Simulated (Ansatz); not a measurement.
Si2Ti (triplet)

Input file:

```
crystal:
  periodic: [false, false, false]
  atoms:
    - {symbol: Ti, position_ang: [-0.572807, -1.276578, 0.226607]}
    - {symbol: Si, position_ang: [-0.497298, 1.099460, 0.503670]}
    - {symbol: Si, position_ang: [1.070105, 0.177118, -0.730277]}
basis:
  gaussian: {orbitals: def2-TZVP, initial_orbitals: start.molden}
magnetization: {spin_polarized: true, initial_magnetization: 2}
hamiltonian: {xc: pbe0, dispersion: d4}
output: {orbitals: {seedname: orbitals}}
```

Command:

```sh
ansatz run in.yaml --threads 4 --pin off --events-out ev --progress --plain --max-ram 3916MiB
```

Geometry: PBE0-D4/def2-TZVP; ⟨S²⟩ = 2.08, above the pure value of 2.00.

Method: Ansatz, UKS PBE0-D4/def2-TZVP.

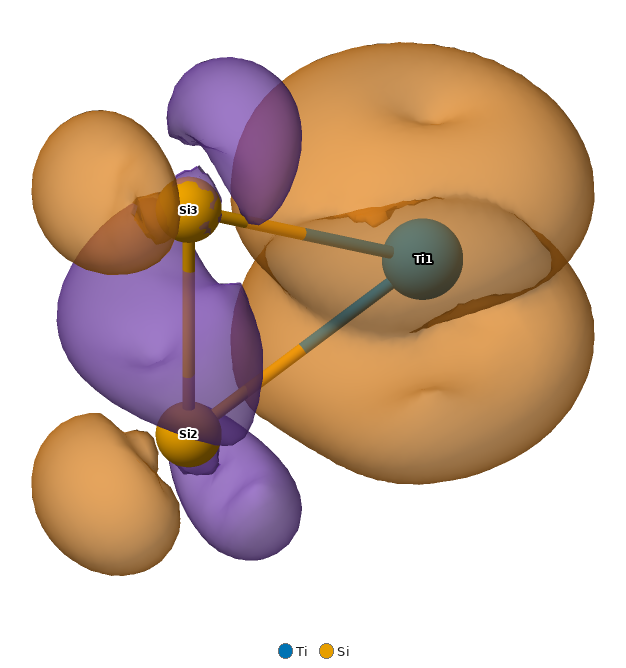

Figure 1. Isosurfaces of the spin density at +0.015 (orange) and −0.015 e/Å³ (purple), seen at a tilt.

### Which atoms carry the spin?

The unpaired spin (2 electrons) lies mostly on Ti1 (about 1.9), in electrons by Hirshfeld's partition.

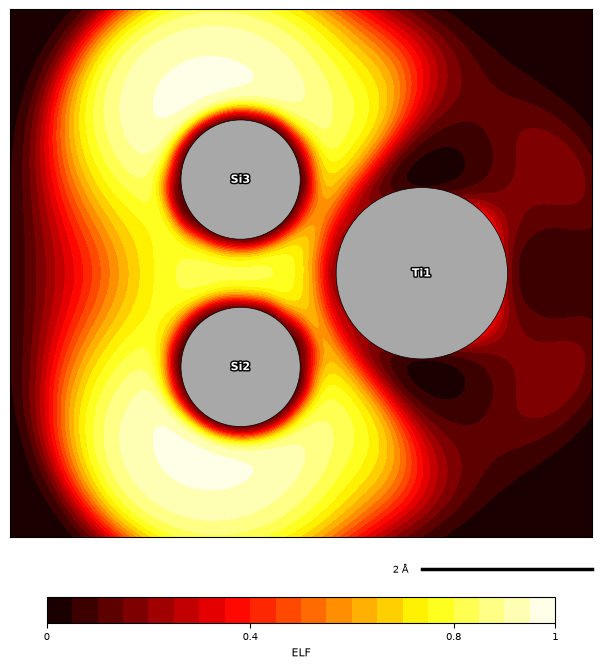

Figure 2. ELF on the molecular plane. Grey discs cover the atomic cores.

### Interpret the plot.

- Atoms in the plane: Ti and Si.
- Si–Si (2.20 Å): the ELF peaks at about 0.80 between the atoms, as expected for localised, covalent bonding.
- Ti–Si (2.39 Å): the ELF peaks at about 0.60 in the valence shell of Si, 1.0 Å from its nucleus, and is about 0.40 at the midpoint.

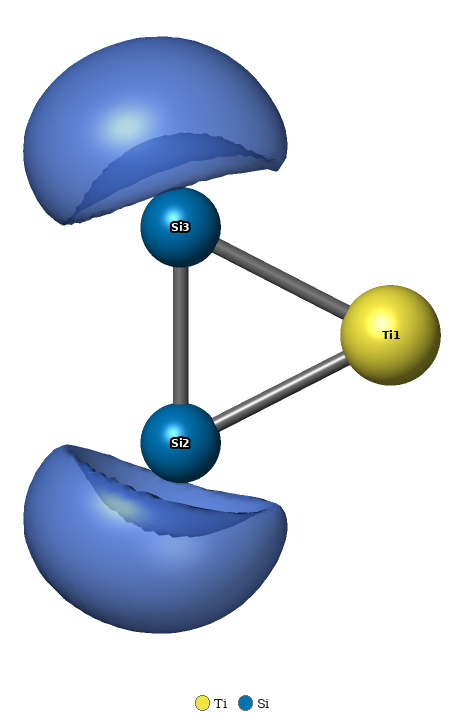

Figure 3. Isosurface of the ELF at 0.85 (blue), seen across its widest extent. Only the valence region is drawn (cores and ρ < 0.01 e/Å³ removed).

### Where are the electrons localised?

At this value the surface marks out two lobes on Si, pointing away from the bonds (non-bonding electrons).
